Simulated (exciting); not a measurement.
# Core excitons at the O K edge of TaAgO3, part 3 of 3

How far do the exchange and direct terms reshape the O K edge of TaAgO3?

exciting sodium; X-ray absorption, core-level Bethe-Salpeter equation, exchange and statically screened direct term, Tamm-Dancoff, all-electron LAPW+lo LDA.

So far. Step 6 (Exchange alone): Maxima (height): 2.4 eV (0.66), 3.2 eV (0.66), 8.8 eV (0.61), 11.9 eV (0.60) and 20.7 eV (0.33); 1 lower ones aren't listed. The spectrum differs from the independent-particle run by 3 % r.m.s. Step 7 (Local-field cutoff): Wall time by task: xsgeneigvec 17 s, screen 52 s, scrcoulint 31 s, exccoulint 28 s, bse 2.2 s.

**8. Coarser mesh**

Changed against the first singlet run: k mesh from 2×2×2 to 1×1×1.

input.xml reads:

```
<input>
  <title>TaAgO3</title>
  <structure speciespath="." autormt="false" epslat="1.0e-5">
    <crystal>
      <basevect>5.2682318572 3.0416150810 8.7767291203</basevect>
      <basevect>-5.2682318572 3.0416150810 8.7767291203</basevect>
      <basevect>0.0000000000 -6.0832301618 8.7767291203</basevect>
    </crystal>
    <species speciesfile="Ta.xml" rmt="2.135">
      <atom coord="0.0000000000 0.0000000000 0.0000000000"/>
      <atom coord="0.5000000000 0.5000000000 0.5000000000"/>
    </species>
    <species speciesfile="Ag.xml" rmt="2.245">
      <atom coord="0.7500000000 0.7500000000 0.7500000000"/>
      <atom coord="0.2500000000 0.2500000000 0.2500000000"/>
    </species>
    <species speciesfile="O.xml" rmt="1.548">
      <atom coord="0.8065260000 0.2500000000 0.6934740000"/>
      <atom coord="0.2500000000 0.6934740000 0.8065260000"/>
      <atom coord="0.6934740000 0.8065260000 0.2500000000"/>
      <atom coord="0.7500000000 0.3065260000 0.1934740000"/>
      <atom coord="0.1934740000 0.7500000000 0.3065260000"/>
      <atom coord="0.3065260000 0.1934740000 0.7500000000"/>
    </species>
  </structure>
  <groundstate do="skip" xctype="LDA_PW" ngridk="3 3 3" rgkmax="6.5" gmaxvr="14" nempty="8" swidth="0.001" maxscl="100" epsengy="1e-5"/>
  <xs xstype="BSE" ngridk="1 1 1" ngridq="1 1 1" vkloff="0.097 0.273 0.493" rgkmax="6.5" nempty="56" gqmax="3" lmaxapwwf="5" lmaxemat="2" broad="0.01654" tevout="true">
    <energywindow intv="18.031 19.648" points="439"/>
    <screening screentype="full" nempty="86"/>
    <BSE xas="true" xasspecies="3" xasatom="1" xasedge="K" bsetype="singlet" nstlxas="1 52"/>
    <qpointset>
      <qpoint>0 0 0</qpoint>
    </qpointset>
    <plan>
      <doonly task="xsgeneigvec"/>
      <doonly task="writepmatxs"/>
      <doonly task="scrgeneigvec"/>
      <doonly task="scrwritepmat"/>
      <doonly task="screen"/>
      <doonly task="scrcoulint"/>
      <doonly task="exccoulint"/>
    </plan>
  </xs>
</input>
```

input.xml for the last start (plan only) reads:

```
  <plan>
    <doonly task="bse"/>
  </plan>
```

Launch:

```
> OMP_NUM_THREADS=4 exciting
> OMP_NUM_THREADS=4 exciting
```

Numbers of over 12 decimals in the logs are rounded to 6 here.

The log of the run:

```text
| EXCITING SODIUM started for task xsgeneigvec ( 301)                          =
One-shot GS runs for BSE calculations
One-shot GS runs for k+qmt/2 grids
Info(xsgeneigvec): Generating eigenvectors for Q-point      1
Info(xsgeneigvec): Generation of eigenvectors finished
| EXCITING SODIUM started for task writepmatxs ( 320)                          =
Info(writepmatxs): Momentum matrix elements finished
| EXCITING SODIUM started for task scrgeneigvec ( 401)                         =
One-shot GS runs for BSE calculations
One-shot GS runs for k+qmt/2 grids
[...]
Info(setup_bse_block): Setting up RR part of hamiltonian
Info(setup_bse_block): Singlet spin state
Info(bse): Diagonalizing RR Hamiltonian (TDA)
Info(bse): Invoking Lapack routine ZHEEVR
       104 eigen solutions found in the interval:
         i1=       1 i2=     104
Info(bse): Writing excition energies and oscillator strengths to text file.
Info(makespectrum_dist): Making spectrum using formula for coupling with time reversed AR basis.
Info(makespectrum_dist): Using formalism for vanishing momentum transfer.
Info(writederived): Writing quantities derived from the macroscopic dielectric function.
Info(bselauncher): Spectrum finished for iqmt=  1
Info(bselauncher): All done for BSE type singlet
```

Run time: 86 s. Hardware: 4 threads of Arm Neoverse V1, shared host.

Wall time by task: xsgeneigvec 6.9 s, writepmatxs 8.2 s, scrgeneigvec 5.9 s, scrwritepmat 8 s, screen 12 s, scrcoulint 11 s, exccoulint 30 s, bse 1.8 s.

These settings are cheaper. Against the singlet run the r.m.s. difference is 35 %. The highest maximum lies at 0.1 eV (1.01), against 0.7 eV (1.00). The first bright state moves from -0.51 to -1.08 eV. The lowest bare transition of this run lies at 0.67 eV, against 0.19. A coarse mesh samples few band energies, and it inflates the long-range part of the attraction.

```
E (eV)  first run  this run
  -4.0       0.02      0.03
  -3.0       0.03      0.05
  -2.0       0.06      0.14
  -1.0       0.17      0.55
   0.0       0.71      0.97
   1.0       0.94      0.53
   2.0       0.46      0.47
   3.0       0.29      0.30
   4.0       0.33      0.45
   5.0       0.60      0.57
   6.0       0.60      0.40
   7.0       0.62      0.75
   8.0       0.46      0.27
   9.0       0.28      0.15
  10.0       0.30      0.38
  11.0       0.35      0.37
  12.0       0.29      0.51
  13.0       0.24      0.22
  14.0       0.15      0.14
  15.0       0.19      0.20
  16.0       0.20      0.13
  17.0       0.18      0.24
  18.0       0.20      0.20
  19.0       0.22      0.23
  20.0       0.24      0.19
  21.0       0.16      0.18
  22.0       0.15      0.15
```

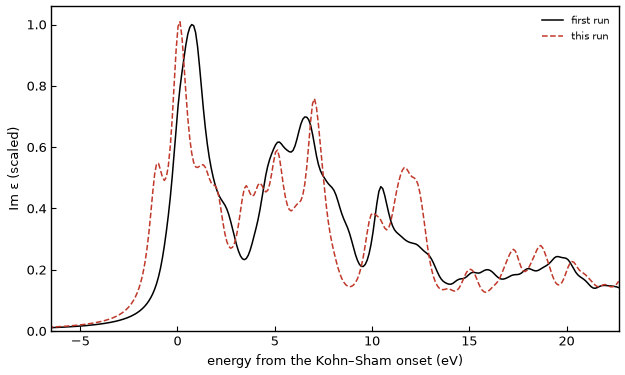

This run beside the first singlet run.

**9. The levels of theory side by side**

```
  level  curve passes 0.15 (eV)  highest maximum (eV)  its height
     IP                     0.5                   2.3        0.69
    RPA                     0.6                   2.4        0.66
singlet                    -1.1                   0.7        1.00
```

```
E (eV)    IP   RPA  singlet
  -4.0  0.01  0.01     0.02
  -3.0  0.02  0.01     0.03
  -2.0  0.02  0.02     0.06
  -1.0  0.04  0.03     0.17
   0.0  0.09  0.08     0.71
   1.0  0.24  0.22     0.94
   2.0  0.59  0.55     0.46
   3.0  0.64  0.63     0.29
   4.0  0.29  0.30     0.33
   5.0  0.25  0.25     0.60
   6.0  0.37  0.36     0.60
   7.0  0.46  0.45     0.62
   8.0  0.59  0.58     0.46
   9.0  0.60  0.60     0.28
  10.0  0.28  0.29     0.30
  11.0  0.31  0.30     0.35
  12.0  0.59  0.60     0.29
  13.0  0.47  0.49     0.24
  14.0  0.31  0.33     0.15
  15.0  0.22  0.23     0.19
  16.0  0.23  0.23     0.20
  17.0  0.22  0.22     0.18
  18.0  0.21  0.22     0.20
  19.0  0.23  0.23     0.22
  20.0  0.28  0.29     0.24
  21.0  0.29  0.30     0.16
  22.0  0.21  0.21     0.15
```

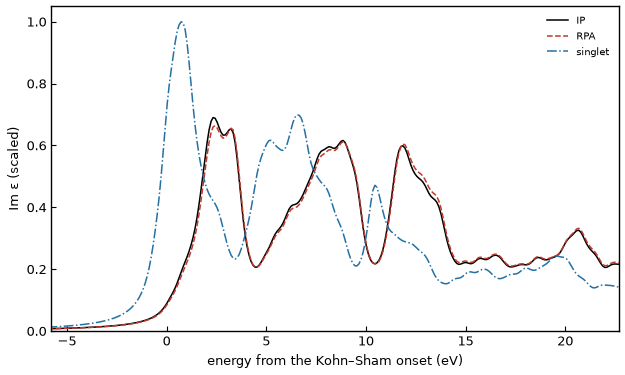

The spectrum at each level.

**10. Outcome**

```
absorber and edge   : O K, atom 5
surroundings        : 2 Ta at 2.01 Å (bent, 162°, site symmetry 2)
first bright state  : -0.51 eV from the Kohn–Sham onset, on this mesh
highest maximum     : 0.7 eV
cost of the BSE run : 5.9 min on 4 MPI ranks of Arm Neoverse V1, shared host; the last task ran on as many threads
```

In words: Is a core exciton bound? Yes on this mesh: the first bright state (over 5 % of the brightest) lies at -0.51 eV from the Kohn–Sham onset and at -0.70 eV from the lowest bare transition of its own mesh. Exchange alone changes the independent-particle spectrum by 3 % r.m.s. With 8 k points the binding energies are rough, and fine structure above the first lines is partly noise of the mesh. The kernel cutoff is low for a compact core orbital, so the effect of exchange is a lower bound. The zero comes from the unshifted 3×3×3 ground-state mesh; it is exact only where the band minimum lies on that mesh. The Kohn–Sham onset, 503 eV, is no photon energy: the scale needs a rigid shift. No quasiparticle correction widens the gap or stretches the bands. Vibrations and energy-dependent lifetimes are left out. The structure is a Materials Project entry, computed there, and may be a hypothetical form.

[Banner, clock and machine lines of the logs are left out without a mark of their own.]

[Logs are printed without paths, hosts, clocks, repeated set-up lines and the standing remarks that a program may print on its own settings, such as how far it seeks lower states.]

[Hosts, paths, dates, database ids (printed as entryN), source tags and the programs' standing remarks are cut or masked in the printed files.]
